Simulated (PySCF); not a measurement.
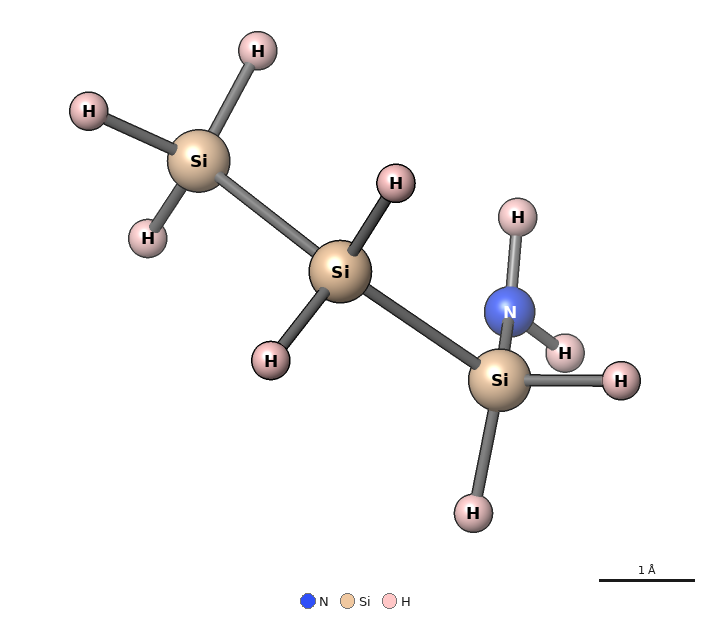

Distant atoms are faded towards the background colour. Computed geometry: GFN2-xTB optimisation. No frequency run is at hand to confirm it as a minimum. Masses are those of the most abundant isotopes; constants are for the rigid equilibrium geometry.

Classify the rotor and give the rotational constants (cm⁻¹).

An asymmetric top (C1): A = 0.171, B = 0.0549, C = 0.0438 cm⁻¹. Ray's parameter κ is −0.82, nearer the prolate limit.
